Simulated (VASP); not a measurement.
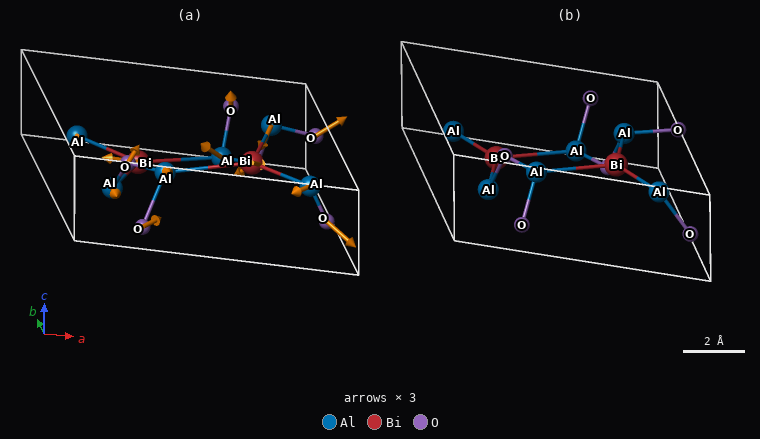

The structure of solid Al3BiO3 (a generated structure, set up in P1) before (left) and after (right) a relaxation, at one scale. The orange arrows give the displacements (the part carried along by the change of the cell is left out), 3 times their true length.

A ball-and-stick model of the cell of the calculation, seen from a free direction.

The run lets cell and atoms move.

Method: VASP 6.6.1, Kohn-Sham DFT of a periodic cell, PBE, VASP PAW PBE potentials, recommended.

Input
```
ALGO = Fast ; EDIFF = 1E-5
EDIFFG = -0.03 ; ENCUT = 520
GGA = PE ; IBRION = 2
ISIF = 3 ; ISMEAR = 0
ISYM = 0 ; KPAR = 4
LASPH = T ; LCHARG = F
LREAL = Auto ; LWAVE = F
NELM = 80 ; NSW = 110
PREC = Normal ; SIGMA = 0.15
```

Launched with:
```bash
cat potpaw_PBE.64/Al/POTCAR potpaw_PBE.64/Bi_d/POTCAR potpaw_PBE.64/O/POTCAR > POTCAR
mpirun -np 4 vasp_std > vasp.out
```

Describe what moved and what it gained.

Answer. The relaxation stopped without meeting its thresholds, so the last structure isn't shown to be converged. The energy falls by 667 meV per atom in 109 geometry steps. Largest force component: 19 eV/Å at the start, 0.033 eV/Å at the end. The pressure goes from 9.59 to 0.08 GPa. The largest move relative to the cell is that of an Al atom, 0.54 Å roughly along [1 3 −3]. Largest moves by element: Al 0.54 Å, O 0.46 Å, Bi 0.43 Å. The volume changes by −4.0 %, with a 10.074 → 9.358 Å (−7.1 %), b 9.877 → 10.449 Å (+5.8 %), c 3.037 → 3.083 Å (+1.5 %), α 90.2° → 90.1°, β 89.2° → 90.0°, γ 120.4° → 123.9°. Near-neighbour distances that change, for instance: Al–O 2.492 → 1.855 Å, Al–O 2.364 → 1.826 Å, Al–O 1.389 → 1.855 Å, Al–O 2.139 → 1.829 Å. New bonds form, among them: Al–O (2.36 → 1.83 Å). Among the angles between lasting bonds that change: Bi–Al–O 140.0° → 104.0°, Al–Bi–Al 111.9° → 144.9°, Al–O–Al 154.0° → 123.5°. The space group stays P1 (No. 1).
